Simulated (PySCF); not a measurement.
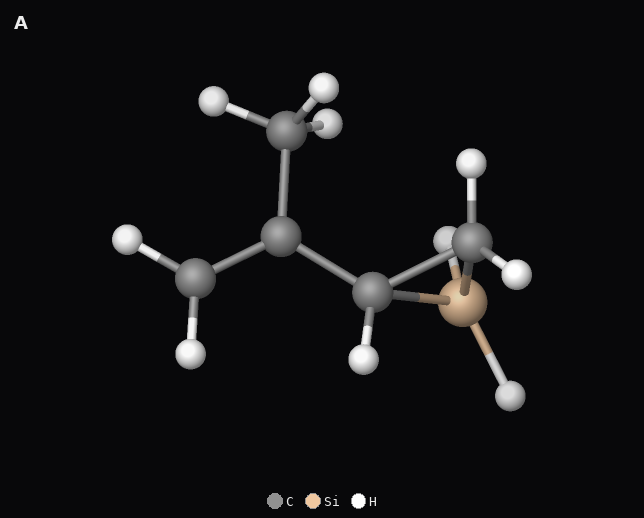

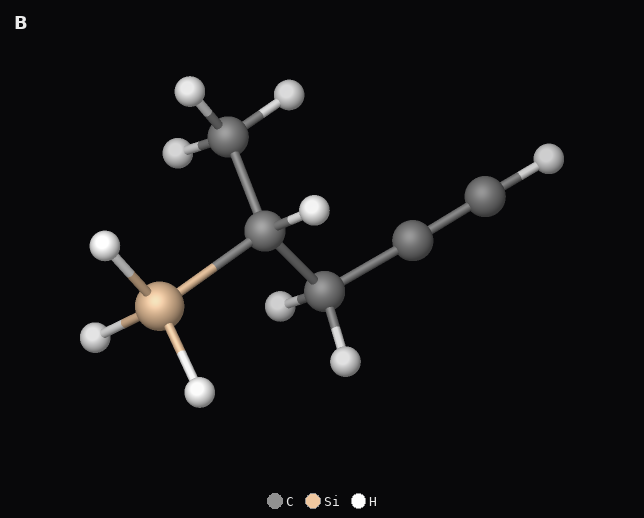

2 stationary structures of one formula. Geometries: GFN2-xTB. Electronic energies: PBE0/pcSseg-1 (PySCF 2.14.0), without zero-point energy. No frequency run is at hand to confirm each as a minimum. Each is one conformer, not always the lowest.

**Are they conformers, stereoisomers or constitutional isomers?**

They are constitutional isomers of C5H10Si: A `C=C(C)[C@@H]1C[SiH2]1`, B `C#CC[C@@H](C)[SiH3]`.

**Rank them by energy, lowest first.**

A is lowest; B lies 10.7 kcal/mol above it.

The geometry is semi-empirical. Around Si such bond lengths and angles can be off by a tenth of an ångström or more and by several degrees, and values that hang on the shape move with them.
